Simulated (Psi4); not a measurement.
# C2HF2Si (SMILES [C]#C[SiH](F)F), step by step

Wanted: a series of 8 runs (UPBE-D3(BJ)/def2-SVP) of C2HF2Si. 

Program for the calculation: Psi4 1.11.

**1. The structure to begin with**

C2HF2Si has 6 atoms, charge 0, and is taken as a doublet. SMILES: `[C]#C[SiH](F)F`. The coordinates come from a PBE0-D4/def2-TZVP relaxation.

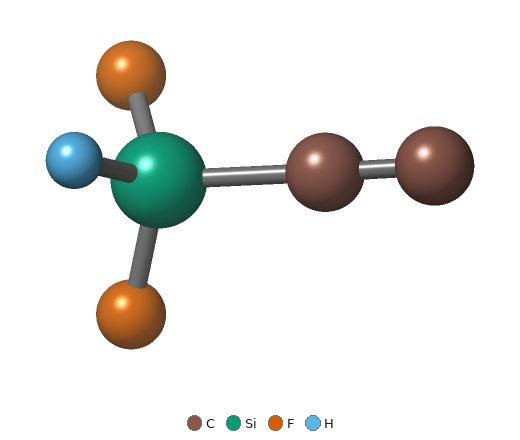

The structure, seen from a chosen angle (carbon brown, silicon teal, fluorine orange, hydrogen blue).

**2. The energy at UPBE-D3(BJ)/def2-SVP (density fitting) (run 1)**

Input file job.inp:

```
memory 1600 mb

molecule molecule1 {
  0 2
  C      0.858400    -2.085100     1.052200
  C      0.445300    -1.082600     0.512900
  Si    -0.183000     0.459200    -0.201300
  F     -1.479900     0.138200    -1.044000
  F      0.904100     1.043400    -1.187100
  H     -0.502800     1.463000     0.821300
  symmetry c1
}

set basis def2-SVP
set reference uks

energy('pbe-d3bj2b')
```

Run with:

```bash
$ psi4 -i job.inp -o job.out -n 1
```

job.out:

```text
[...]
  Running in c1 symmetry.
[...]
  Nuclear repulsion =  202.612225752604843
[...]
  Multiplicity = 2
[...]
  Nalpha       = 23
  Nbeta        = 22
[...]
    Number of basis functions: 79
[...]
   @DF-UKS iter   1:  -564.90230794012143   -1.98481e-01   9.69557e-03 ADIIS/DIIS
[...]
   @DF-UKS iter  12:  -565.18762557433024   -6.48038e-09   7.13275e-07 DIIS
[...]
   @S^2 Observed:                7.726190735E-01
[...]
    Orbital Energies [Eh]
    ---------------------
    Alpha Occupied:
       1A    -65.501259     2A    -24.273026     3A    -24.272933
       4A     -9.980892     5A     -9.921293     6A     -5.146063
       7A     -3.563050     8A     -3.561234     9A     -3.558266
      10A     -1.096303    11A     -1.076578    12A     -0.706608
      13A     -0.543062    14A     -0.456292    15A     -0.443867
      16A     -0.428635    17A     -0.391113    18A     -0.380804
      19A     -0.370159    20A     -0.361954    21A     -0.326131
      22A     -0.297193    23A     -0.296574
    Alpha Virtual:
      24A     -0.067996    25A     -0.064851    26A      0.047013
[...]
  @DF-UKS Final Energy:  -565.18762557433024
   => Energetics <=
    Nuclear Repulsion Energy =            202.6122257526048429
    One-Electron Energy =               -1184.6733113000384492
    Two-Electron Energy =                 469.4726659517045277
    DFT Exchange-Correlation Energy =     -52.5949456466227332
    Empirical Dispersion Energy =          -0.0042603319786192
    VV10 Nonlocal Energy =                  0.0000000000000000
    Total Energy =                       -565.1876255743302409
[...]
 Multipole Moments:
 ------------------------------------------------------------------------------------
     Multipole            Electronic (a.u.)      Nuclear  (a.u.)        Total (a.u.)
 ------------------------------------------------------------------------------------
 L = 1.  Multiply by 2.5417464519 to convert [e a0] to [Debye]
 Dipole X            :         -0.0325837            0.0584417            0.0258580
 Dipole Y            :         -0.2501182            0.2541966            0.0040784
 Dipole Z            :         -2.1263393            2.5806684            0.4543291
 Magnitude           :                                                    0.4550826
[...]
```

Wall time 14 s (1 thread of AMD EPYC 7R43 (Zen 3), shared host); peak memory 0.46 GiB.

**3. The distorted shape: the energy at UPBE-D3(BJ)/def2-SVP (density fitting) (run 2)**

Input file calc.in:

```
memory 1600 MB

molecule {
  0 2
  C      1.53150397    -3.65577534     2.27818957
  C      0.75085811    -1.76132490     1.25906027
  Si    -0.43645681     1.15225484    -0.09058213
  F     -2.88724263     0.54565275    -1.68305434
  F      1.61786446     2.25623284    -1.95347415
  H     -0.95015430     2.76466932     1.55203207
  units au
  symmetry c1
}

set {
  basis def2-SVP
  reference uks
}

set reference uhf
set stability_analysis follow
set max_attempts 5
energy('scf')
set reference uks
set stability_analysis none
set guess read
set guess_mix false

result = energy('pbe-d3bj2b')
print_variables()
```

Run with:

```bash
$ psi4 -n 1 calc.in calc.out
```

calc.out:

```text
[...]
  Running in c1 symmetry.
[...]
  Nuclear repulsion =  203.898092404194244
[...]
  Multiplicity = 2
[...]
  Nalpha       = 23
  Nbeta        = 22
[...]
    Number of basis functions: 79
[...]
   @DF-UHF iter   1:  -563.66368668070754   -1.07259e+00   5.79034e-03 DIIS/ADIIS
[...]
   @DF-UKS iter   9:  -565.15994459313038   -5.22246e-08   9.16210e-07 DIIS
[...]
   @S^2 Observed:                7.725140864E-01
[...]
    Orbital Energies [Eh]
    ---------------------
    Alpha Occupied:
       1A    -65.483839     2A    -24.269390     3A    -24.269292
       4A     -9.978906     5A     -9.918519     6A     -5.136335
       7A     -3.552592     8A     -3.550907     9A     -3.548460
      10A     -1.093212    11A     -1.073375    12A     -0.704821
      13A     -0.549077    14A     -0.454318    15A     -0.440739
      16A     -0.437075    17A     -0.388970    18A     -0.378012
      19A     -0.367414    20A     -0.364548    21A     -0.332761
      22A     -0.295630    23A     -0.295370
    Alpha Virtual:
      24A     -0.066529    25A     -0.062508    26A      0.060738
[...]
  @DF-UKS Final Energy:  -565.15994459313038
   => Energetics <=
    Nuclear Repulsion Energy =            203.8980924041942444
    One-Electron Energy =               -1187.2826389649837893
    Two-Electron Energy =                 470.8888357622402054
    DFT Exchange-Correlation Energy =     -52.6599361559878645
    Empirical Dispersion Energy =          -0.0042976385930969
    VV10 Nonlocal Energy =                  0.0000000000000000
    Total Energy =                       -565.1599445931303762
[...]
 Multipole Moments:
 ------------------------------------------------------------------------------------
     Multipole            Electronic (a.u.)      Nuclear  (a.u.)        Total (a.u.)
 ------------------------------------------------------------------------------------
 L = 1.  Multiply by 2.5417464519 to convert [e a0] to [Debye]
 Dipole X            :         -0.0982633            0.1038983            0.0056350
 Dipole Y            :         -0.0466839            0.1115167            0.0648328
 Dipole Z            :         -1.9331644            2.4353168            0.5021524
 Magnitude           :                                                    0.5063518
[...]
```

It took 16 s on 1 thread of AMD EPYC 7R43 (Zen 3), shared host; peak memory 0.47 GiB.

**4. The distorted shape: the energy at UPBE-D3(BJ)/def2-SVP (density fitting) (run 3)**

Input file c2hf2si.in:

```
memory 1.6 GB

molecule {
  0 2
  C      0.906365    -2.235653     0.898827
  C      0.493265    -1.233153     0.359527
  Si    -0.135035     0.308647    -0.354673
  F     -1.431935    -0.012353    -1.197373
  F      0.952065     0.892847    -1.340473
  H     -0.502800     1.463000     0.821300
  symmetry c1
}

set basis def2-SVP
set reference uks

set reference uhf
set stability_analysis follow
set max_attempts 5
energy("scf")
set reference uks
set stability_analysis none
set guess read
set guess_mix false

energy_value, wavefunction = energy("pbe-d3bj", return_wfn=True)
```

Run with:

```bash
$ psi4 c2hf2si.in c2hf2si.out -n 1
```

c2hf2si.out:

```text
[...]
  Running in c1 symmetry.
[...]
  Nuclear repulsion =  201.593700730302544
[...]
  Multiplicity = 2
[...]
  Nalpha       = 23
  Nbeta        = 22
[...]
    Number of basis functions: 79
[...]
   @DF-UHF iter   1:  -563.66768925035308   -1.23819e+00   5.82966e-03 ADIIS/DIIS
[...]
   @DF-UKS iter   9:  -565.17765816659630   -5.32275e-08   8.37906e-07 DIIS
[...]
   @S^2 Observed:                7.725696202E-01
[...]
    Orbital Energies [Eh]
    ---------------------
    Alpha Occupied:
       1A    -65.515387     2A    -24.277593     3A    -24.277500
       4A     -9.983051     5A     -9.924356     6A     -5.156746
       7A     -3.573795     8A     -3.571969     9A     -3.569507
      10A     -1.100348    11A     -1.080675    12A     -0.708730
      13A     -0.542218    14A     -0.459632    15A     -0.447912
      16A     -0.424315    17A     -0.393882    18A     -0.384524
      19A     -0.373742    20A     -0.360726    21A     -0.315942
      22A     -0.299249    23A     -0.296307
    Alpha Virtual:
      24A     -0.069875    25A     -0.068860    26A      0.011418
[...]
  @DF-UKS Final Energy:  -565.17765816659630
   => Energetics <=
    Nuclear Repulsion Energy =            201.5937007303025439
    One-Electron Energy =               -1182.4832626749166593
    Two-Electron Energy =                 468.2597066140893389
    DFT Exchange-Correlation Energy =     -52.5435400974969440
    Empirical Dispersion Energy =          -0.0042627385745764
    VV10 Nonlocal Energy =                  0.0000000000000000
    Total Energy =                       -565.1776581665963022
[...]
 Multipole Moments:
 ------------------------------------------------------------------------------------
     Multipole            Electronic (a.u.)      Nuclear  (a.u.)        Total (a.u.)
 ------------------------------------------------------------------------------------
 L = 1.  Multiply by 2.5417464519 to convert [e a0] to [Debye]
 Dipole X            :          0.0347523            0.0129832            0.0477355
 Dipole Y            :         -0.4600901            0.3968821           -0.0632079
 Dipole Z            :         -2.3328636            2.7260266            0.3931629
 Magnitude           :                                                    0.4010624
[...]
```

Run time: 16 s. Hardware: 1 thread of AMD EPYC 7R43 (Zen 3), shared host; peak memory 0.46 GiB.

Runs 4 to 7 aren't shown in full; the table further down has their settings and results.

**5. The distorted shape: a single-point energy at UPBE-D3(BJ)/def2-SVP (density fitting) (run 8)**

Input file input.inp:

```
memory 1600 mb

molecule geom {
  0 2
  C      2.83081540    -7.73410101    -1.87651694
  C      2.05016954    -5.83965057    -2.89564624
  Si     0.86285462    -2.92607083    -4.24528864
  F     -1.58793119    -3.53267291    -5.83776084
  F      2.91717589    -1.82209283    -6.10818065
  H     -0.95015430     2.76466932     1.55203207
  units au
  symmetry c1
}

set reference uks

set reference uhf
set stability_analysis follow
set max_attempts 5
energy("scf/def2-SVP")
set reference uks
set stability_analysis none
set guess read
set guess_mix false

e, wfn = energy("pbe-d3bj2b/def2-SVP", return_wfn=True)
print_variables()
```

Run with:

```bash
$ psi4 -n 1 input.inp input.out
```

input.out:

```text
[...]
  Running in c1 symmetry.
[...]
  Nuclear repulsion =  196.379787189254102
[...]
  Multiplicity = 2
[...]
  Nalpha       = 23
  Nbeta        = 22
[...]
    Number of basis functions: 79
[...]
   @DF-UHF iter   1:  -563.34899854750790   -1.13556e+00   7.14504e-03 ADIIS/DIIS
[...]
   @DF-UKS iter  11:  -565.05201296820212   -4.91390e-07   6.56464e-07 DIIS
[...]
   @S^2 Observed:                1.238811440E+00
[...]
    Orbital Energies [Eh]
    ---------------------
    Alpha Occupied:
       1A    -65.540230     2A    -24.305110     3A    -24.305018
       4A     -9.932795     5A     -9.900666     6A     -5.183532
       7A     -3.599709     8A     -3.598162     9A     -3.596838
      10A     -1.124591    11A     -1.105012    12A     -0.683896
      13A     -0.548239    14A     -0.471055    15A     -0.470300
      16A     -0.437902    17A     -0.408346    18A     -0.403737
      19A     -0.396951    20A     -0.294899    21A     -0.292433
      22A     -0.271260    23A     -0.267618
    Alpha Virtual:
      24A     -0.187293    25A     -0.050190    26A     -0.041150
[...]
  @DF-UKS Final Energy:  -565.05201296820212
   => Energetics <=
    Nuclear Repulsion Energy =            196.3797871892541025
    One-Electron Energy =               -1171.5289052161429026
    Two-Electron Energy =                 462.5836390884920775
    DFT Exchange-Correlation Energy =     -52.4825034033092095
    Empirical Dispersion Energy =          -0.0040306264962016
    VV10 Nonlocal Energy =                  0.0000000000000000
    Total Energy =                       -565.0520129682021206
[...]
 Multipole Moments:
 ------------------------------------------------------------------------------------
     Multipole            Electronic (a.u.)      Nuclear  (a.u.)        Total (a.u.)
 ------------------------------------------------------------------------------------
 L = 1.  Multiply by 2.5417464519 to convert [e a0] to [Debye]
 Dipole X            :          0.0795107           -0.5477375           -0.4682268
 Dipole Y            :         -0.9028610            2.1568948            1.2540338
 Dipole Z            :         -4.3893144            4.5190017            0.1296873
 Magnitude           :                                                    1.3448627
[...]
```

Run time: 21 s. Hardware: 1 thread of AMD EPYC 7R43 (Zen 3), shared host; peak memory 0.43 GiB.

**6. Overview of the runs**

```
run                start        partner  energy (Eh)  dipole moment (D)  HOMO energy (eV)  LUMO energy (eV)  wall time
  1                    –           base  -565.187626               1.16             -7.72             -6.45       14 s
  2  stable UHF solution  Si3–H6 1.25 Å  -565.159945               1.29             -7.69             -6.40       16 s
  3  stable UHF solution  Si3–H6 1.69 Å  -565.177658               1.02             -7.74             -6.50       16 s
  4  stable UHF solution  Si3–H6 1.91 Å  -565.154756               0.89             -7.69             -6.55       18 s
  5  stable UHF solution  Si3–H6 2.20 Å  -565.119889               0.65             -7.45             -6.59       17 s
  6  stable UHF solution  Si3–H6 2.64 Å  -565.077500               1.38             -7.02             -6.41       25 s
  7  stable UHF solution  Si3–H6 3.23 Å  -565.052075               4.16             -6.39             -5.74       20 s
  8  stable UHF solution  Si3–H6 4.40 Å  -565.052013               3.42             -6.58             -5.90       21 s
```

**7. What came out**

| quantity | value |
| --- | --- |
| distorted shape, run 8: total energy | -565.05201 Eh |
| distorted shape, run 8: dipole moment | 3.42 D |
| distorted shape, run 8: HOMO energy (highest over α and β) | -6.58 eV |
| distorted shape, run 8: LUMO energy (lowest over α and β) | -5.90 eV |
| distorted shape, run 8: dispersion energy | -10.58 kJ/mol |
| distorted shape, run 8: ⟨S²⟩ | 1.239 |
| energy change with the Si3–H6 bond stretched from 1.468 to 2.202 Å | 1.843 eV |
| energy change with the Si3–H6 bond stretched from 1.468 to 3.230 Å | 3.689 eV |
| energy change with the Si3–H6 bond stretched from 1.468 to 1.909 Å | 0.894 eV |
| energy change with the Si3–H6 bond stretched from 1.468 to 1.688 Å | 0.271 eV |
| energy change with the Si3–H6 bond stretched from 1.468 to 4.405 Å | 3.690 eV |
| energy change with the Si3–H6 bond shortened from 1.468 to 1.248 Å | 0.753 eV |
| energy change with the Si3–H6 bond stretched from 1.468 to 2.643 Å | 2.997 eV |

**Reading.** With the Si3–H6 bond stretched from 1.468 to 2.202 Å the energy rises by 1.84 eV (43 kcal/mol). The first shape isn't relaxed at this level, so the change isn't measured from a minimum. With the Si3–H6 bond stretched from 1.468 to 3.230 Å the energy rises by 3.69 eV (356 kJ/mol). With the Si3–H6 bond stretched from 1.468 to 1.909 Å the energy rises by 0.89 eV (86.3 kJ/mol). With the Si3–H6 bond stretched from 1.468 to 1.688 Å the energy rises by 0.27 eV (26.2 kJ/mol). With the Si3–H6 bond stretched from 1.468 to 4.405 Å the energy rises by 3.69 eV (356 kJ/mol). With the Si3–H6 bond shortened from 1.468 to 1.248 Å the energy rises by 0.75 eV (72.7 kJ/mol). The lowest energy is that of run 1; the highest lies 3.690 eV above it. Spin contamination of the reference: run 8 ⟨S²⟩ = 1.24, run 7 ⟨S²⟩ = 1.16, run 6 ⟨S²⟩ = 0.88. All runs together took 2.5 min, the longest 25 s.
